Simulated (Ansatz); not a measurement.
**The cluster SiW₃: trial inputs and their diagnosis**

Aim: try 4 inputs for the cluster SiW₃ as typed, read how each ends, and find what has to change.

The runs use Ansatz 0.2.0, Gaussian basis; the settings change from run to run.

2 further runs of the same task are left out: 2 set aside as unsound or not needed. Runs told in other sessions of the task aren't counted.

### Step 1. The geometry

An earlier PBE-D4/def2-SVP relaxation fixed the geometry. W takes a core potential in def2 sets; no spin-orbit term is included.

4 atoms, charge 0, spin multiplicity 1.

Atoms are counted from 1 here; the program's logs count them from 0.

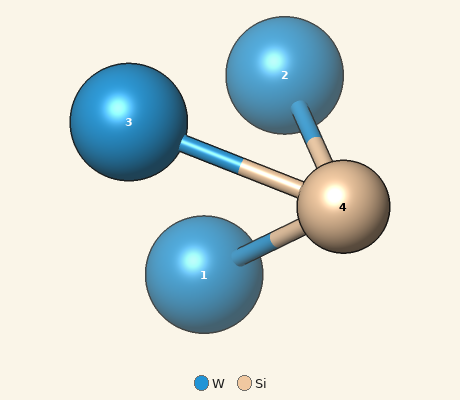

The geometry (tungsten blue, silicon light orange); atoms are numbered from 1 in the order of the file.

### Step 2. Input 1

in.yaml

```yaml
crystal:
  periodic: [false, false, false]
  atoms:
    - {symbol: W, position_ang: [-0.052603, -1.300945, -0.038544]}
    - {symbol: W, position_ang: [-0.468263, 0.312009, 1.430785]}
    - {symbol: W, position_ang: [1.516382, 0.229312, -0.066078]}
    - {symbol: Si, position_ang: [-0.796689, 0.637424, -1.077221]}
basis:
  gaussian: {orbitals: def2-mTZVP, fitting: {mean_field: cc-pVTZ-jkfit}}
hamiltonian: {xc: {name: HF}}
correlation: {method: mp2, electrons: outside_noble_gas}
scf: {omitted_lower_state_checks: [starts]}
output: {forces: true}
```

The run is started by

```
$ ansatz run in.yaml --threads 4 --pin off --events-out ev --progress --plain --max-ram 3916MiB
```

The log of the run:

```text
Functional definition: HF
  name "HF"
  cite "Fock, Z. Phys. 61, 126 (1930) doi:10.1007/BF01340294"
  parent pbe
  exchange = exact_x
  correlation = 0
these checks for a lower state are left out or cut short: starts
Error: <dir> the basis set cc-pVTZ-JKFIT has no functions for W
```

Wall time 0.05 s (4 threads of Arm Neoverse V2, shared host).

**Diagnosis.** Refused before any calculation. The fitting set named has no entry for an element of this molecule. Cure: leave the fitting key out, or name a set that covers all elements and suits the basis. Its coordinates are also moved off the relaxed structure.

### Step 3. Input 2

in.yaml

```yaml
crystal:
  periodic: [false, false, false]
  atoms:
    - {symbol: W, position_ang: [-0.033235, -1.441642, -0.092127]}
    - {symbol: W, position_ang: [-0.472342, 0.348514, 1.320350]}
    - {symbol: W, position_ang: [1.388428, 0.394350, -0.068147]}
    - {symbol: Si, position_ang: [-0.882851, 0.698789, -1.160067]}
basis:
  gaussian: {orbitals: def2-SVPD, fitting: {mean_field: cc-pVTZ-jkfit}, final_grid: {core_spheres: 8, valence_spheres: 7, degree: 23}}
total_charge: 1
magnetization: {spin_polarized: true, initial_magnetization: 1}
hamiltonian: {xc: {name: B3LYP5}}
scf: {lower_state_search: off}
output: {forces: true}
```

The command is unchanged.

The log of the run:

```text
Functional definition: B3LYP5
  name "B3LYP5"
  cite "Stephens, Devlin, Chabalowski & Frisch, J. Phys. Chem. 98, 11623 (1994) doi:10.1021/j100096a001"
  cite "Becke, Phys. Rev. A 38, 3098 (1988) doi:10.1103/PhysRevA.38.3098"
  cite "Lee, Yang & Parr, Phys. Rev. B 37, 785 (1988) doi:10.1103/PhysRevB.37.785"
  cite "Vosko, Wilk & Nusair, Can. J. Phys. 58, 1200 (1980) doi:10.1139/p80-159"
  parameter a0 = 0.2
  parameter ax = 0.72
  parameter ac = 0.81
  exchange = (1 - a0 - ax)*slater_x + ax*b88_x + a0*exact_x
  correlation = (1 - ac)*vwn5_c + ac*lyp_c
these checks for a lower state are left out or cut short: stability, starts, cluster_reference, orbital_swaps, neighbouring_geometries, increment
Error: <dir> the basis set cc-pVTZ-JKFIT has no functions for W
```

It took 0.05 s on 4 threads of Arm Neoverse V2, shared host.

**Diagnosis.** Refused before any calculation. The fitting set named has no entry for an element of this molecule. Cure: leave the fitting key out, or name a set that covers all elements and suits the basis. The input also asks for charge 1 and multiplicity 2, not those of the species named; set them back first.

### Step 4. Input 3

in.yaml

```yaml
crystal:
  periodic: [false, false, false]
  atoms:
    - {symbol: W, position_ang: [-0.033235, -1.441642, -0.092127]}
    - {symbol: W, position_ang: [-0.472342, 0.348514, 1.320350]}
    - {symbol: W, position_ang: [1.388428, 0.394350, -0.068147]}
    - {symbol: Si, position_ang: [-0.882851, 0.698789, -1.160067]}
basis:
  gaussian: {orbitals: def2-mTZVP, final_grid: {core_spheres: 8, valence_spheres: 7, degree: 23}}
magnetization: {spin_polarized: true, initial_magnetization: 4}
hamiltonian: {xc: {name: SPW92}}
scf: {lower_state_search: full}
output: {forces: true}
```

Launched as before.

The log of the run, cut to the lines that bear on the results:

```text
Functional definition: SPW92
  name "SPW92"
  cite "Dirac, Proc. Camb. Phil. Soc. 26, 376 (1930) doi:10.1017/S0305004100016108"
  cite "Slater, Phys. Rev. 81, 385 (1951) doi:10.1103/PhysRev.81.385"
  cite "Perdew & Wang, Phys. Rev. B 45, 13244 (1992) doi:10.1103/PhysRevB.45.13244"
[...]
1240 factors; their error is unknown
[...]
mean field -13309.27551002 eV, -489.1068536424 hartree, gradient 5.8e-9 eV, S^2 6.009665; 26 other end points of the search recorded, 0 dependent functions left out
[...]
reference -13309.27554039 eV, -489.1068547583 hartree; 30, 26 occupied and 100, 104 virtual orbitals, 1240 factors
Total energy: -13309.27554039 eV, -489.1068547583 hartree
Atom 0 at    -0.033235    -1.441642    -0.092127 Å, force    -0.737016    -2.347741    -1.065201 eV/Å
Atom 1 at    -0.472342     0.348514     1.320350 Å, force    -1.615258     1.226889     1.754590 eV/Å
Atom 2 at     1.388428     0.394350    -0.068147 Å, force     2.101548     1.318444    -1.018873 eV/Å
Atom 3 at    -0.882851     0.698789    -1.160067 Å, force     0.250726    -0.197592     0.329484 eV/Å
Dipole moment:     0.189144    -0.149707     0.248536 e Å
```

It took 38 s on 4 threads of Arm Neoverse V2, shared host.

What is wrong: It ended without an error, which proves nothing about the input. The spin is set far too high for this molecule. It asks for 4 unpaired electrons; the ground state has 0. Its energy belongs to an excited spin state, not the ground state. Fix: set initial_magnetization back to that of the ground state.

### Step 5. Input 4

in.yaml

```yaml
crystal:
  periodic: [false, false, false]
  atoms:
    - {symbol: W, position_ang: [-0.014049, -2.790164, 0.356088]}
    - {symbol: W, position_ang: [-1.408113, 0.843466, 2.658898]}
    - {symbol: W, position_ang: [3.075780, 0.431036, 0.385740]}
    - {symbol: Si, position_ang: [-2.116643, 1.565634, -2.489593]}
basis:
  gaussian: {orbitals: def2-mTZVP, point_charges: [{charge: -1.00, position_ang: [4.714, -0.253, 0.762]}]}
hamiltonian: {xc: {name: HF}}
correlation: {method: ccsd_t}
```

Same command.

The log of the run:

```text
Functional definition: HF
  name "HF"
  cite "Fock, Z. Phys. 61, 126 (1930) doi:10.1007/BF01340294"
  parent pbe
  exchange = exact_x
  correlation = 0
1411 factors; integrals over basis functions are off by at most 8.6e-5 eV
mean field evaluation 1: about -13063.5366 eV, gradient 1.9e2 eV
mean field evaluation 2: about -13063.5855 eV, gradient 1.9e2 eV
mean field evaluation 4: about -12775.3525 eV, gradient 2.4e2 eV
mean field evaluation 8: about -13239.0816 eV, gradient 4.7e1 eV
mean field evaluation 16: about -13266.4826 eV, gradient 1.2e-1 eV
mean field evaluation 32: about -13266.5565 eV, gradient 6.7e-2 eV
mean field evaluation 64: about -13238.9828 eV, gradient 4.7e1 eV
mean field evaluation 96: about -13266.5568 eV, gradient 4.2e-3 eV
mean field evaluation 128: about -13266.5566 eV, gradient 3.1e-2 eV
mean field evaluation 160: about -13266.5553 eV, gradient 4.7e-2 eV
mean field evaluation 192: about -13266.5551 eV, gradient 4.2e-2 eV
mean field evaluation 224: about -13266.5568 eV, gradient 2.1e-3 eV
mean field evaluation 256: about -13179.9144 eV, gradient 7.9e1 eV
mean field evaluation 288: about -13206.4626 eV, gradient 6.3e1 eV
mean field evaluation 320: about -13261.3463 eV, gradient 3.6e0 eV
mean field evaluation 352: about -13266.4583 eV, gradient 1.7e-1 eV
mean field evaluation 384: about -13266.5320 eV, gradient 1.1e-1 eV
mean field evaluation 416: about -13262.8630 eV, gradient 1.1e1 eV
mean field evaluation 448: about -13178.1182 eV, gradient 8.0e1 eV
mean field evaluation 480: about -13216.7391 eV, gradient 2.9e1 eV
mean field evaluation 512: about -13166.1643 eV, gradient 5.9e1 eV
mean field evaluation 544: about -13220.9014 eV, gradient 2.4e1 eV
mean field evaluation 576: about -13212.3596 eV, gradient 2.9e1 eV
mean field evaluation 608: about -13205.2810 eV, gradient 7.6e1 eV
mean field evaluation 640: about -13223.5956 eV, gradient 1.8e1 eV
mean field evaluation 672: about -13162.8554 eV, gradient 5.9e1 eV
mean field -13266.55682495 eV, -487.5369709218 hartree, gradient 2.9e-6 eV, S^2 0.000000; 10 other end points of the search recorded, 0 dependent functions left out; unrestricted orbitals would lower it
mean field evaluation 704: about -13272.1954 eV, gradient 2.7e-3 eV
mean field evaluation 736: about -13266.5077 eV, gradient 4.9e-2 eV
mean field evaluation 768: about -13266.7538 eV, gradient 1.3e0 eV
mean field evaluation 800: about -13272.1954 eV, gradient 4.5e-4 eV
mean field evaluation 832: about -13267.2917 eV, gradient 1.7e0 eV
mean field evaluation 864: about -13272.1421 eV, gradient 4.3e-1 eV
mean field evaluation 896: about -13259.2566 eV, gradient 2.1e1 eV
mean field evaluation 928: about -13271.3711 eV, gradient 2.4e1 eV
mean field evaluation 960: about -13267.0118 eV, gradient 2.6e1 eV
mean field evaluation 992: about -13260.4903 eV, gradient 2.4e1 eV
mean field evaluation 1024: about -13268.3276 eV, gradient 1.9e1 eV
mean field evaluation 1056: about -13257.3393 eV, gradient 2.8e1 eV
mean field evaluation 1088: about -13271.6789 eV, gradient 1.9e1 eV
mean field evaluation 1120: about -13267.7665 eV, gradient 2.1e1 eV
mean field evaluation 1152: about -13256.8381 eV, gradient 2.9e1 eV
mean field evaluation 1184: about -13266.1958 eV, gradient 1.9e1 eV
mean field evaluation 1216: about -13270.3090 eV, gradient 2.2e1 eV
mean field evaluation 1248: about -13279.5124 eV, gradient 8.0e-1 eV
mean field evaluation 1280: about -13279.6090 eV, gradient 6.6e-1 eV
mean field evaluation 1312: about -13280.4354 eV, gradient 3.1e-2 eV
mean field evaluation 1344: about -13279.9208 eV, gradient 2.1e-4 eV
Error: SIGTERM received: run cancelled behind 1345 evaluations of the mean field
```

Wall time 91 s (4 threads of Arm Neoverse V2, shared host).

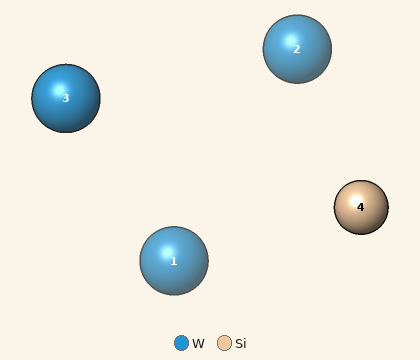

The geometry of this input.

**Diagnosis.** Time ran out. The geometry is stretched to more than twice its size. The shortest distance is 4.46 Å (W1–W3), against 2.32 Å in the relaxed molecule. Its coordinates are also moved off the relaxed structure (shortest distance 4.46 Å, against 2.32 Å), and have to be restored too. Cure: use the relaxed coordinates, and remove the point charge.

### Step 6. How the tries ended

```csv
input,level,ended,cause,time
1,MP2/def2-mTZVP,refused,the fitting set named has no entry for an element of this molecule,0.05 s
2,B3LYP5/def2-SVPD,refused,the fitting set named has no entry for an element of this molecule,0.05 s
3,SPW92/def2-mTZVP,converged,the spin is set far too high for this molecule,38 s
4,CCSD(T)/def2-mTZVP,timeout,the geometry is stretched to more than twice its size,91 s
```

2 refused, 1 converged, 1 timeout. A refusal costs next to no computing time. The dangerous case is the input that converges on a wrong geometry, charge, spin, basis or grid: often only a look at the input shows it.
